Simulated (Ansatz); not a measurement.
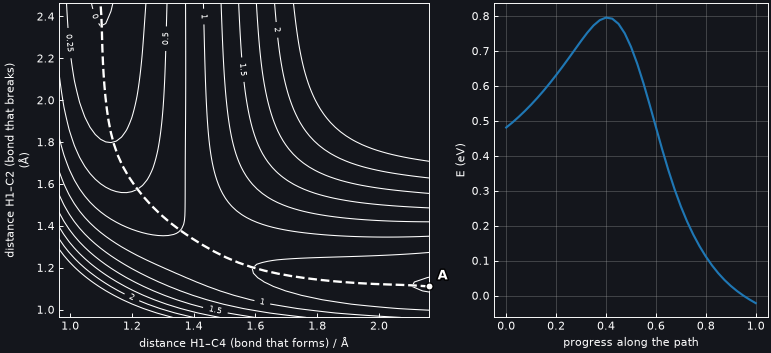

The reacting system C2H7O (fragments CH₄O + CH₃ where the first distance is long, CH₄ + CH₃O where the second is long), spin multiplicity 2. The first coordinate is: distance H1–C4 (bond that forms); the second: distance H1–C2 (bond that breaks). Relaxed at each point: all other coordinates. Grid: 8 × 8 points. Points are written as (first, second). Energies are in eV, from the lowest grid point. Computed with Ansatz 0.2.0, UKS r2SCAN-D4/def2-SVP.

In the figure: contour lines labelled in eV (none above 2.25), a line along the lowest path, the energy along the path at the right, the start A. Between grid points the surface is interpolated.

Q: Describe the path and its barrier.

A: The easiest path runs from the side where the first distance is long, (2.163 Å, 1.095 Å), to the side where the second distance is long, about (1.10 Å, 2.46 Å). Its highest point, at about (1.47 Å, 1.28 Å), lies about 0.31 eV above the start and 0.82 eV above the end on the interpolated surface. An end on the edge of the scan is no minimum, so the barrier from there is a lower bound.
